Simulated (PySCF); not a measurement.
Input

```
{"job": {"kind": "epr", "basis": "pcH-1"}, "charge": -1, "multiplicity": 2}
C      1.693382     0.048258     0.161522
O      0.714297     0.496960    -0.751673
C     -0.460707    -0.262875    -0.767747
S     -0.460944    -1.912381    -1.145029
C     -1.530193     0.279162     0.062896
F     -1.384918     0.149996     1.466793
F     -1.681871     1.630758    -0.061446
F     -2.746340    -0.240657    -0.164105
H      1.368355     0.196717     1.199662
H      1.899900    -1.016275     0.002380
H      2.594464     0.633008    -0.029217
```

Run with:

```sh
OMP_NUM_THREADS=1 python probes_run.py task.json out
```

Geometry: GFN2-xTB.

Level of theory: UKS B3LYP, pcH-1 on C F H O S, non-relativistic, mean-field spin-orbit, GIAO (PySCF).

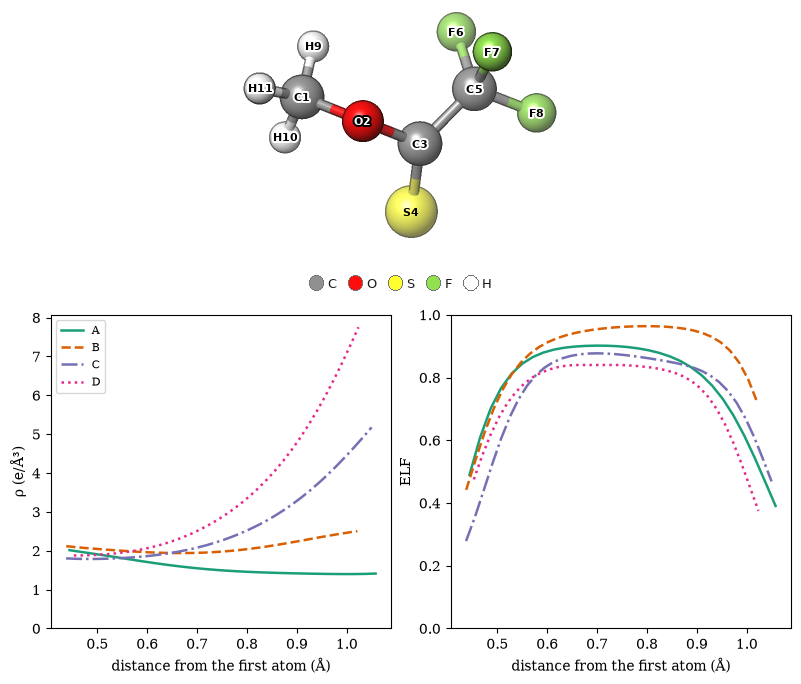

C₃H₃F₃OS (SMILES CO[C]([S-])C(F)(F)F) (charge −1, doublet). Electron density and electron localisation function along straight lines between neighbouring atoms. The curves leave out the atomic cores. The structure is drawn too.

Which curve belongs to which contact (C–C, C–F, C–O and C–S)? The first atom named is at distance zero.

Answer. Curve A: C–S (1.69 Å): ρ at the midpoint is about 1.4 e/Å³; the ELF peaks at about 0.90 between the atoms: localised, covalent bonding. Curve B: C–C (1.46 Å): the density is about 2 e/Å³ at the midpoint; the ELF peaks at about 0.95 between the atoms, as expected for a covalent bond. Curve C: C–O (1.40 Å): ρ at the midpoint is about 2.1 e/Å³, with its minimum of 1.8 e/Å³ about 0.5 Å from C; the ELF peaks at about 0.90 between the atoms (a shared but strongly polarised pair). Curve D: C–F (1.34 Å): the density is about 2.3 e/Å³ at the midpoint; the ELF peaks at about 0.85 between the atoms (a shared but strongly polarised pair).
